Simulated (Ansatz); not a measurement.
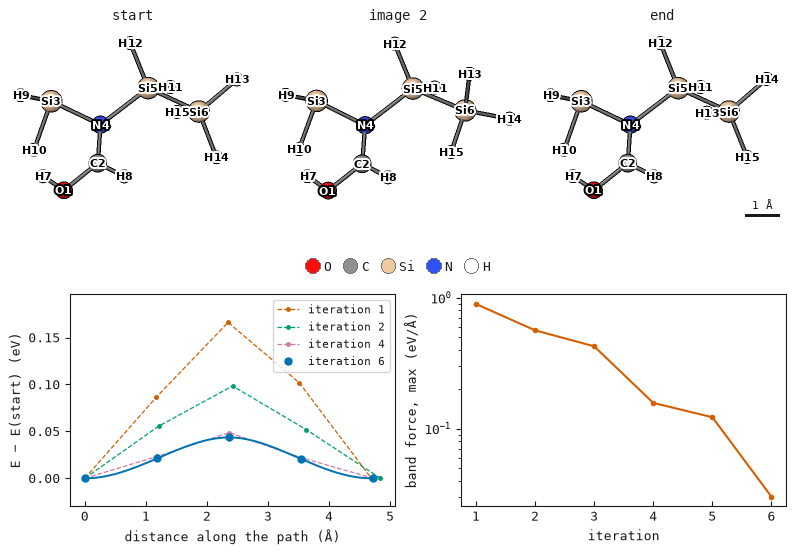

NEB run on CH9NOSi3. Images are numbered from 0 (start) to 4 (end). The plot follows the band through its iterations. Style: ball-and-stick. Shown at a tilt.

Computed with RKS B3LYP/cc-pVDZ in Ansatz.

Input file:
```yaml
crystal:
  periodic: [false, false, false]
  atoms:
    - { symbol: O, position_ang: [-1.808953, -1.628784, 1.002566] }
    - { symbol: C, position_ang: [-1.082845, -0.628908, 0.578978] }
    - { symbol: Si, position_ang: [1.183684, -2.485261, 0.336593] }
    - { symbol: "N", position_ang: [0.163929, -0.725802, 0.238037] }
    - { symbol: Si, position_ang: [1.168526, 0.682002, -0.305854] }
    - { symbol: Si, position_ang: [-0.141486, 2.612778, -0.727475] }
    - { symbol: H, position_ang: [-1.187184, -2.422491, 1.073197] }
    - { symbol: H, position_ang: [-1.644496, 0.315378, 0.540457] }
    - { symbol: H, position_ang: [0.357136, -3.035101, -0.840006] }
    - { symbol: H, position_ang: [0.169512, -3.041765, 1.393788] }
    - { symbol: H, position_ang: [2.177119, 0.951292, 0.760236] }
    - { symbol: H, position_ang: [1.856134, 0.244388, -1.554707] }
    - { symbol: H, position_ang: [0.782605, 3.707925, -1.157188] }
    - { symbol: H, position_ang: [-0.875394, 3.050202, 0.502792] }
    - { symbol: H, position_ang: [-1.140088, 2.353548, -1.811914] }
basis:
  gaussian: { orbitals: cc-pVDZ }
hamiltonian:
  xc: b3lyp
neb:
  order_check: false
  images: 3
  f_tol: 0.05
  max_iterations: 58
  initial_path: idpp
  climbing: true
  final_atoms:
    - { symbol: O, position_ang: [-1.87845159, -1.73083918, 0.63735325] }
    - { symbol: C, position_ang: [-1.13654522, -0.6893725, 0.37045628] }
    - { symbol: Si, position_ang: [1.21734437, -2.448634, 0.46291563] }
    - { symbol: "N", position_ang: [0.15295645, -0.72656573, 0.24242145] }
    - { symbol: Si, position_ang: [1.17215783, 0.73627782, -0.08521122] }
    - { symbol: Si, position_ang: [-0.13015848, 2.62967104, -0.66789696] }
    - { symbol: H, position_ang: [-1.24302672, -2.50176091, 0.79027226] }
    - { symbol: H, position_ang: [-1.7255999, 0.23295038, 0.26355658] }
    - { symbol: H, position_ang: [0.62229293, -2.98984929, -0.84928562] }
    - { symbol: H, position_ang: [0.06668927, -3.07773688, 1.32076829] }
    - { symbol: H, position_ang: [1.97768482, 1.00683145, 1.14157102] }
    - { symbol: H, position_ang: [2.07574746, 0.36862465, -1.21338396] }
    - { symbol: H, position_ang: [-0.94118537, 2.36267634, -1.89751532] }
    - { symbol: H, position_ang: [0.80696258, 3.76587685, -0.930331] }
    - { symbol: H, position_ang: [-1.05866942, 3.01125096, 0.44380932] }
```

Command:
```bash
ansatz run input.yaml --threads 2 --pin off --max-ram 3072MiB --backend cpu --events-out ev --progress --plain --runs-dir out
```

Q: How did the profile develop, and is the result final?

A: The run is converged, with reservations. The band converged in 6 iterations. The largest component of the band force went from 0.9 to 0.03 eV/Å. The climbing image converged on the top of the path. Its curvatures weren't checked. So few images resolve the path coarsely. The first iteration put the highest image at 0.166 eV. The two ends have the same energy, and the highest point, image 2, lies 0.044 eV above the start.

Cost: 2.2 min on 2 threads of Arm Neoverse V1, with other jobs on the host, peak memory 0.44 GiB.
